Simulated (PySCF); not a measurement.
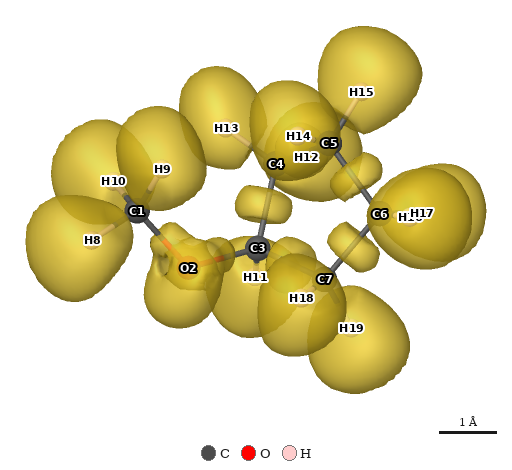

C₆H₁₂O (SMILES COC1CCCC1). Isosurface of the ELF at 0.75 (yellow), seen across its widest extent. Core shells and regions of very low density are left out.

Geometry: GFN2-xTB.

Level of theory: PBE0/pcSseg-1, SCF density, gas phase, non-relativistic in PySCF 2.14.0.

```yaml
atoms:
  - { symbol: C, position_ang: [2.3505, 0.6030, 0.0451] }
  - { symbol: O, position_ang: [1.5384, 0.0828, -0.9711] }
  - { symbol: C, position_ang: [0.3692, -0.6670, -0.6383] }
  - { symbol: C, position_ang: [-0.0087, -0.7937, 0.8466] }
  - { symbol: C, position_ang: [-1.0758, 0.2732, 1.0789] }
  - { symbol: C, position_ang: [-1.9027, 0.1961, -0.2004] }
  - { symbol: C, position_ang: [-0.8534, 0.0162, -1.2999] }
  - { symbol: H, position_ang: [3.1297, 1.1614, -0.4735] }
  - { symbol: H, position_ang: [1.8105, 1.2877, 0.7090] }
  - { symbol: H, position_ang: [2.8259, -0.1837, 0.6447] }
  - { symbol: H, position_ang: [0.5356, -1.6653, -1.0655] }
  - { symbol: H, position_ang: [-0.4484, -1.7804, 1.0017] }
  - { symbol: H, position_ang: [0.8419, -0.7004, 1.5170] }
  - { symbol: H, position_ang: [-0.6161, 1.2591, 1.1675] }
  - { symbol: H, position_ang: [-1.6636, 0.0837, 1.9762] }
  - { symbol: H, position_ang: [-2.5178, 1.0806, -0.3592] }
  - { symbol: H, position_ang: [-2.5587, -0.6752, -0.1596] }
  - { symbol: H, position_ang: [-0.5234, 0.9836, -1.6789] }
  - { symbol: H, position_ang: [-1.2332, -0.5617, -2.1401] }
```

Question: Describe the localisation domains.

Answer: The ELF exceeds this value in five regions between bonded C–C atoms (shared pairs), twelve regions around hydrogen nuclei and one region on O in which the atom's valence shell and bonds are merged. Profiles from the grid: C–O (1.40 Å): the ELF peaks at about 0.90 between the atoms (a shared but strongly polarised pair). C–C (1.53 Å): the ELF peaks at about 0.95 between the atoms (a covalent bond).
